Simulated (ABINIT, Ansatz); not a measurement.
# Tb (P6_3/mmc): from the cell to the phonon bands

How does Tb (P6_3/mmc) vibrate, and is this structure a minimum?

Program: ABINIT 10.8.3. Level of theory: DFT PBEsol, scalar-relativistic, plane waves, PseudoDojo norm-conserving, 4f in core pseudopotentials (the lanthanide files made for PBE). Results are calculated unless marked as measured.

## Step 1: Set-up

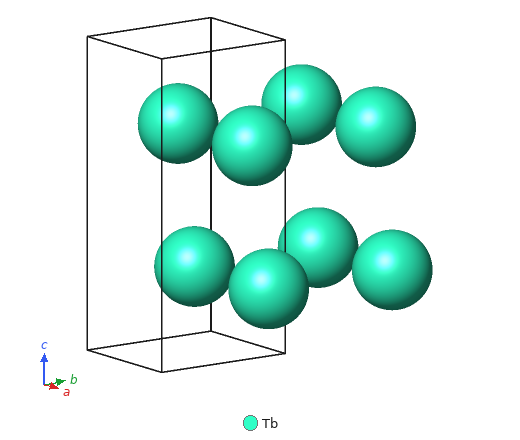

The starting structure, seen slightly off an axis (terbium teal). 2×2×1 cells are drawn.

Coordinates:

```cif
data_structure
_symmetry_space_group_name_H-M 'P6_3/mmc'
_symmetry_Int_Tables_number 194
_cell_length_a 3.6010
_cell_length_b 3.6010
_cell_length_c 5.6936
_cell_angle_alpha 90.000
_cell_angle_beta 90.000
_cell_angle_gamma 120.000
_cell_volume 63.94
loop_
_atom_site_label
_atom_site_type_symbol
_atom_site_symmetry_multiplicity
_atom_site_Wyckoff_symbol
_atom_site_fract_x
_atom_site_fract_y
_atom_site_fract_z
_atom_site_occupancy
Tb1 Tb 2 c 0.33333 0.66667 0.25000 1
```

## Step 2: A first look

A first run with smearing and empty bands tells whether the crystal has a gap, which decides between fixed occupations and smearing later on.

probe.abi

```
# ground state
tolvrs 1.0d-08
prtden 1
prtwf 1

# basis, mesh and filling
ecut 21.0
ixc -116133
ngkpt 6 6 4
nshiftk 1
shiftk 0.0 0.0 0.0
istwfk *1
occopt 7
tsmear 0.005
nband 18
nstep 100
diemac 9.0
prtebands 0
prtgsr 0

# cell and atoms
acell 6.804903775 6.804903775 10.75934466
rprim 
    1.0 0.0 0.0
    -0.5 0.8660254038 0.0
    0.0 0.0 1.0
ntypat 1
znucl 65
natom 2
typat 1 1
xred 
    1/3 2/3 0.25
    2/3 1/3 0.75
pp_dirpath "./pseudo"
pseudos "Tb.upf"
```

The run is started by

```bash
OMP_NUM_THREADS=1 mpirun -n 8 abinit probe.abi > probe.log
```

Numbers of over 12 decimals in the logs are rounded to 6 here.

probe.abo, the main output file:

```text
[banners, grids, parts of the stress and lines that vanish by symmetry left out]
- input  file    -> probe.abi
- output file    -> probe.abo
- root for input  files -> probei
[...]
Symmetries : space group P6_3/m m c (#194); Bravais hP (primitive hexag.)
[...]
mpw =        2020          nfft =       43200          nkpt =          21
[...]
== DATASET  1 ==================================================================
[...]
cutoff_energies: {ecut:  21.0, pawecutdg:  -1.0, }
[...]
ETOT  1  -85.062472819656    -8.506E+01 3.803E-02 6.606E+00
 ETOT  2  -85.098296367535    -3.582E-02 4.148E-03 2.862E-01
 ETOT  3  -85.098393159849    -9.679E-05 1.165E-03 1.283E-03
 ETOT  4  -85.098393589103    -4.293E-07 7.455E-04 1.737E-05
 ETOT  5  -85.098393593901    -4.798E-09 3.085E-04 6.346E-08
 ETOT  6  -85.098393593913    -1.235E-11 2.154E-04 9.920E-10
 At SCF step    6       vres2   =  9.92E-10 < tolvrs=  1.00E-08 =>converged.
[...]
sigma(1 1)=  8.30776666E-05  sigma(3 2)=  0.00000000E+00
  sigma(2 2)=  8.30776664E-05  sigma(3 1)=  0.00000000E+00
  sigma(3 3)=  9.72742877E-05  sigma(2 1)=  0.00000000E+00
[...]
convergence: {deltae: -1.235E-11, res2:  9.920E-10, residm:  2.154E-04, diffor: null, }
etotal    :  -8.50983936E+01
[...]
sigma(1 1)=  8.30776666E-05  sigma(3 2)=  0.00000000E+00
  sigma(2 2)=  8.30776664E-05  sigma(3 1)=  0.00000000E+00
  sigma(3 3)=  9.72742877E-05  sigma(2 1)=  0.00000000E+00
[...]
- sigma(1 1)=  2.44422934E+00  sigma(3 2)=  0.00000000E+00
- sigma(2 2)=  2.44422933E+00  sigma(3 1)=  0.00000000E+00
- sigma(3 3)=  2.86190835E+00  sigma(2 1)=  0.00000000E+00
[...]
fcart     -9.8922972028E-29 -1.4849433177E-28 -2.4439558670E-31
           strten      8.3077666603E-05  8.3077666355E-05  9.7274287688E-05
================================================================================

[key lines of the parts left out:]
pressure_GPa:  -2.5835E+00
```

Elapsed: 6.7 s, on 8 MPI ranks of Arm Neoverse N1, shared host.

Numbers from this step:

| Item | Value |
| --- | --- |
| volume per atom | 31.97 Å³ |
| pressure | -2.583 GPa |
| gap on the k-mesh | 0 eV |

No gap opens on this mesh, so smearing is kept; the printed pressure holds the stress of the finite basis too.

## Step 3: Relaxation

The harmonic expansion needs vanishing forces, and a free crystal bears no stress, so cell and atoms are brought to rest. Stress is more sensitive to the basis than forces are: the last 3 Ha under the cutoff are smoothed with ecutsm, and the cutoff is raised above that of the later runs.

relax.abi

```
# relaxation
ionmov 2
optcell 2
dilatmx 1.08
ntime 40
tolmxf 1.0d-05
tolvrs 1.0d-14
prtwf 0
prtden 0
chksymtnons 0

# basis, mesh and filling
ecut 27.0
ecutsm 3.0
ixc -116133
ngkpt 9 9 6
nshiftk 1
shiftk 0.0 0.0 0.0
istwfk *1
occopt 7
tsmear 0.01
nband 18
nstep 100
diemac 1000000.0
prtebands 0
prtgsr 0

# cell and atoms
acell 6.804903775 6.804903775 10.75934466
rprim 
    1.0 0.0 0.0
    -0.5 0.8660254038 0.0
    0.0 0.0 1.0
ntypat 1
znucl 65
natom 2
typat 1 1
xred 
    1/3 2/3 0.25
    2/3 1/3 0.75
pp_dirpath "./pseudo"
pseudos "Tb.upf"
```

The run is started by

```bash
OMP_NUM_THREADS=1 mpirun -n 8 abinit relax.abi > relax.log
```

relax.abo, the main output file:

```text
[banners, grids, parts of the stress and lines that vanish by symmetry left out]
- input  file    -> relax.abi
- output file    -> relax.abo
- root for input  files -> relaxi
[...]
Symmetries : space group P6_3/m m c (#194); Bravais hP (primitive hexag.)
[...]
mpw =        3675          nfft =       77760          nkpt =          48
[...]
== DATASET  1 ==================================================================
[...]
cutoff_energies: {ecut:  27.0, pawecutdg:  -1.0, }
[...]
ETOT  1  -85.066170432404    -8.507E+01 3.620E-02 9.549E+00
 ETOT  2  -85.100803272752    -3.463E-02 1.262E-02 9.049E-02
 ETOT  3  -85.100824796852    -2.152E-05 2.623E-03 3.581E-03
 ETOT  4  -85.100825222102    -4.252E-07 7.915E-04 3.290E-05
 ETOT  5  -85.100825225770    -3.668E-09 7.779E-04 2.878E-07
[...]
At SCF step    9       vres2   =  2.03E-15 < tolvrs=  1.00E-14 =>converged.
[...]
sigma(1 1)=  6.25128433E-05  sigma(3 2)=  0.00000000E+00
  sigma(2 2)=  6.25128430E-05  sigma(3 1)=  0.00000000E+00
  sigma(3 3)=  7.37835272E-05  sigma(2 1)=  0.00000000E+00
[...]
convergence: {deltae:  4.974E-13, res2:  2.035E-15, residm:  8.359E-05, diffor: null, }
etotal    :  -8.51008252E+01
[...]
ETOT  1  -85.100887462685    -8.510E+01 4.374E-02 7.471E-01
[...]
At SCF step    9       vres2   =  7.82E-17 < tolvrs=  1.00E-14 =>converged.
[...]
sigma(1 1)=  5.55841870E-05  sigma(3 2)=  0.00000000E+00
  sigma(2 2)=  5.55841868E-05  sigma(3 1)=  0.00000000E+00
  sigma(3 3)=  6.55631158E-05  sigma(2 1)=  0.00000000E+00
[...]
convergence: {deltae:  1.918E-12, res2:  7.825E-17, residm:  3.103E-05, diffor: null, }
etotal    :  -8.51009871E+01
[...]
ETOT  1  -85.096063917628    -8.510E+01 2.535E+01 4.147E+01
[...]
At SCF step    9       vres2   =  3.61E-15 < tolvrs=  1.00E-14 =>converged.
[...]
sigma(1 1)= -2.11343511E-06  sigma(3 2)=  0.00000000E+00
  sigma(2 2)= -2.11343538E-06  sigma(3 1)=  0.00000000E+00
  sigma(3 3)= -3.33823704E-06  sigma(2 1)=  0.00000000E+00
[...]
convergence: {deltae:  5.684E-13, res2:  3.611E-15, residm:  2.880E-06, diffor: null, }
etotal    :  -8.51015501E+01
[...]
ETOT  1  -85.101542422677    -8.510E+01 5.277E-06 6.628E-02
[...]
At SCF step    8       vres2   =  1.40E-15 < tolvrs=  1.00E-14 =>converged.
[...]
sigma(1 1)=  3.45455125E-07  sigma(3 2)=  0.00000000E+00
  sigma(2 2)=  3.45454855E-07  sigma(3 1)=  0.00000000E+00
  sigma(3 3)= -3.47030715E-07  sigma(2 1)=  0.00000000E+00
[...]
convergence: {deltae: -4.263E-13, res2:  1.400E-15, residm:  1.422E-05, diffor: null, }
etotal    :  -8.51015510E+01
[...]
ETOT  1  -85.101551032893    -8.510E+01 1.765E-05 6.987E-05
[...]
sigma(1 1)=  2.55261334E-07  sigma(3 2)=  0.00000000E+00
  sigma(2 2)=  2.55261063E-07  sigma(3 1)=  0.00000000E+00
[...]
convergence: {deltae: -3.411E-13, res2:  3.781E-17, residm:  3.855E-05, diffor: null, }
etotal    :  -8.51015510E+01
[...]
ETOT  1  -85.101551020510    -8.510E+01 3.508E-05 2.302E-04
[...]
convergence: {deltae:  4.121E-13, res2:  3.357E-16, residm:  8.526E-06, diffor: null, }
etotal    :  -8.51015511E+01
[...]
ETOT  1  -85.101551025641    -8.510E+01 1.294E-04 2.247E-04
[...]
convergence: {deltae: -2.274E-13, res2:  3.335E-16, residm:  3.154E-06, diffor: null, }
etotal    :  -8.51015511E+01
[...]
ETOT  1  -85.101551037613    -8.510E+01 6.082E-05 1.977E-04
[...]
At SCF step    7       vres2   =  2.12E-16 < tolvrs=  1.00E-14 =>converged.
[...]
sigma(2 2)= -8.78433406E-08  sigma(3 1)=  0.00000000E+00
  sigma(3 3)= -1.53553954E-07  sigma(2 1)=  0.00000000E+00
[...]
convergence: {deltae: -4.690E-13, res2:  2.121E-16, residm:  5.962E-07, diffor: null, }
etotal    :  -8.51015511E+01
[...]
ETOT  1  -85.101551066621    -8.510E+01 5.729E-07 7.554E-05
[...]
ETOT  5  -85.101551077524    -9.379E-13 1.727E-07 7.138E-13
 ETOT  6  -85.101551077523     6.253E-13 5.023E-07 7.506E-15
 At SCF step    6       vres2   =  7.51E-15 < tolvrs=  1.00E-14 =>converged.
[...]
sigma(1 1)= -3.15139159E-08  sigma(3 2)=  0.00000000E+00
  sigma(2 2)= -3.15141865E-08  sigma(3 1)=  0.00000000E+00
  sigma(3 3)= -2.25134603E-08  sigma(2 1)=  0.00000000E+00
[...]
convergence: {deltae:  6.253E-13, res2:  7.506E-15, residm:  5.023E-07, diffor: null, }
etotal    :  -8.51015511E+01
[...]
At Broyd/MD step   9, gradients are converged :
[...]
sigma(1 1)= -3.15139159E-08  sigma(3 2)=  0.00000000E+00
  sigma(2 2)= -3.15141865E-08  sigma(3 1)=  0.00000000E+00
  sigma(3 3)= -2.25134603E-08  sigma(2 1)=  0.00000000E+00
[...]
- sigma(1 1)= -9.27171416E-04  sigma(3 2)=  0.00000000E+00
- sigma(2 2)= -9.27179376E-04  sigma(3 1)=  0.00000000E+00
- sigma(3 3)= -6.62368869E-04  sigma(2 1)=  0.00000000E+00
[...]
fcart      4.0201967397E-29  6.9631850095E-29 -0.0000000000E+00
           strten     -3.1513915905E-08 -3.1514186451E-08 -2.2513460267E-08
================================================================================

[key lines of the parts left out:]
pressure_GPa:   8.3891E-04
Total energy (etotal) [Ha]= -8.51015510775234E+01
```

Run time: 2.6 min. Hardware: 8 MPI ranks.

Relaxation path:

```
step  energy less that of the first step (eV)  largest force (eV/Å)  volume (Å³)
   1                                   0.0000                0.0000        63.94
   2                                  -0.0044                0.0000        63.56
   3                                  -0.0197                0.0000        60.72
   4                                  -0.0197                0.0000        60.83
   5                                  -0.0198                0.0000        60.82
   6                                  -0.0198                0.0000        60.82
   7                                  -0.0198                0.0000        60.81
   8                                  -0.0198                0.0000        60.82
   9                                  -0.0198                0.0000        60.82
```

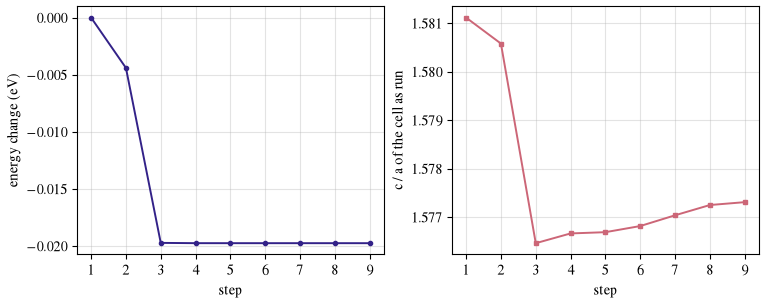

Energy and cell shape along the relaxation.

```
conventional cell, symmetrised  before  after  change
                         a (Å)   3.601  3.544  -1.6 %
                         b (Å)   3.601  3.544  -1.6 %
                         c (Å)   5.694  5.590  -1.8 %
              volume (Å³/atom)   31.97  30.41  -4.9 %
```

The relaxed structure:

```cif
data_structure
_symmetry_space_group_name_H-M 'P 1'
_symmetry_Int_Tables_number 1
_cell_length_a 3.5443
_cell_length_b 3.5443
_cell_length_c 5.5905
_cell_angle_alpha 90.000
_cell_angle_beta 90.000
_cell_angle_gamma 120.000
_cell_volume 60.82
loop_
_atom_site_label
_atom_site_type_symbol
_atom_site_fract_x
_atom_site_fract_y
_atom_site_fract_z
_atom_site_occupancy
Tb1 Tb 0.33333 0.66667 0.25000 1
Tb2 Tb 0.66667 0.33333 0.75000 1
```

Read from the output:

```
volume per atom : 30.41 Å³
pressure        : 8.39e-4 GPa
```

The volume changes by -4.9 % in this run and stands -4.9 % from the first cell.

## Step 4: Ground state

First-order wavefunctions inherit every error of the ground state, hence the very tight tolvrs. Smearing stays on, as the first look found no gap above 0.3 eV.

gs.abi

```
# ground state
tolvrs 1.0d-16
prtden 1
prtwf 1

# basis, mesh and filling
ecut 21.0
ixc -116133
ngkpt 9 9 6
nshiftk 1
shiftk 0.0 0.0 0.0
istwfk *1
occopt 7
tsmear 0.01
nband 18
nstep 100
diemac 1000000.0
prtebands 0
prtgsr 0

# cell and atoms
acell 6.697794654 6.697794654 10.56449298
rprim 
    1.0 0.0 0.0
    -0.5 0.8660254038 0.0
    0.0 0.0 1.0
ntypat 1
znucl 65
natom 2
typat 1 1
xred 
    1/3 2/3 0.25
    2/3 1/3 0.75
pp_dirpath "./pseudo"
pseudos "Tb.upf"
```

The run is started by

```bash
OMP_NUM_THREADS=1 mpirun -n 8 abinit gs.abi > gs.log
```

gs.abo, the main output file:

```text
[banners, grids, parts of the stress and lines that vanish by symmetry left out]
- input  file    -> gs.abi
- output file    -> gs.abo
- root for input  files -> gsi
[...]
Symmetries : space group P6_3/m m c (#194); Bravais hP (primitive hexag.)
[...]
mpw =        1906          nfft =       40500          nkpt =          48
[...]
== DATASET  1 ==================================================================
[...]
cutoff_energies: {ecut:  21.0, pawecutdg:  -1.0, }
[...]
ETOT  1  -85.066847200882    -8.507E+01 3.937E-02 5.377E+00
 ETOT  2  -85.100712836796    -3.387E-02 9.469E-03 6.810E-02
 ETOT  3  -85.100742341652    -2.950E-05 4.129E-03 1.039E-03
 ETOT  4  -85.100742572355    -2.307E-07 1.261E-03 2.023E-05
 ETOT  5  -85.100742577127    -4.772E-09 5.635E-04 9.972E-08
[...]
ETOT  9  -85.100742577157    -2.842E-14 1.477E-05 8.686E-16
 ETOT 10  -85.100742577157     3.695E-13 4.533E-05 8.180E-17
 At SCF step   10       vres2   =  8.18E-17 < tolvrs=  1.00E-16 =>converged.
[...]
sigma(1 1)=  2.23676645E-05  sigma(3 2)=  0.00000000E+00
  sigma(2 2)=  2.23676642E-05  sigma(3 1)=  0.00000000E+00
  sigma(3 3)=  2.21336097E-05  sigma(2 1)=  0.00000000E+00
[...]
convergence: {deltae:  3.695E-13, res2:  8.180E-17, residm:  4.533E-05, diffor: null, }
etotal    :  -8.51007426E+01
[...]
sigma(1 1)=  2.23676645E-05  sigma(3 2)=  0.00000000E+00
  sigma(2 2)=  2.23676642E-05  sigma(3 1)=  0.00000000E+00
  sigma(3 3)=  2.21336097E-05  sigma(2 1)=  0.00000000E+00
[...]
- sigma(1 1)=  6.58079409E-01  sigma(3 2)=  0.00000000E+00
- sigma(2 2)=  6.58079401E-01  sigma(3 1)=  0.00000000E+00
- sigma(3 3)=  6.51193280E-01  sigma(2 1)=  0.00000000E+00
[...]
fcart     -6.0302951096E-29  5.8026541746E-29 -6.5248486457E-27
           strten      2.2367664468E-05  2.2367664196E-05  2.2133609726E-05
================================================================================

[key lines of the parts left out:]
pressure_GPa:  -6.5578E-01
```

Elapsed: 14 s, on 8 MPI ranks; 1.9 min of CPU time.

Numbers from this step:

| Property | Result |
| --- | --- |
| pressure | -0.6558 GPa |

The cell stands at -0.66 GPa: the relaxation ran with a smoothed and higher cutoff, and the difference is a stress of the finite basis.

(Part 1 of 4 ends here.)

[Host names and launcher messages were left out of these logs when they were recorded.]

[Logs are printed without paths, hosts, clocks, repeated set-up lines and the standing remarks that a program may print on its own settings, such as how far it seeks lower states.]

[Hosts, paths, dates, database ids (printed as entryN), source tags and the programs' standing remarks are cut or masked in the printed files.]
